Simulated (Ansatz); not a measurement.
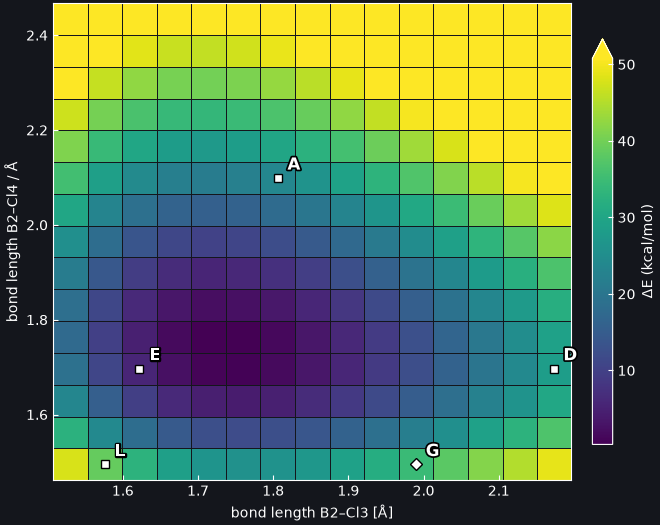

BCl₂F, SMILES FB(Cl)Cl. The first coordinate is: bond length B2–Cl3; the second: bond length B2–Cl4. Nothing is relaxed (all other coordinates rigid). The scan uses a 15 × 15 grid. Points are written as (first, second). Energies are in kcal/mol, from the relaxed molecule at the same level. All numbers below come from RKS PBE0-D4/def2-TZVP in Ansatz.

Drawn: one coloured cell a grid point, one colour for all values above the top of the scale, lettered points.

Is D the lowest point of the computed grid?

Answer. No. D lies 27.8 kcal/mol above the lowest grid point, which is at (1.714 Å, 1.764 Å).

Rank the lettered points by energy, lowest first.

Answer. E (5.6 kcal/mol), A (23.7 kcal/mol), D (28.2 kcal/mol), G (34.5 kcal/mol), L (38.9 kcal/mol).

What kind of point is each of A, E: minimum, saddle, maximum or slope?

Answer. A: on a slope; E: on a slope. (In these two coordinates alone; a stationary point may lie a little off the grid point.)
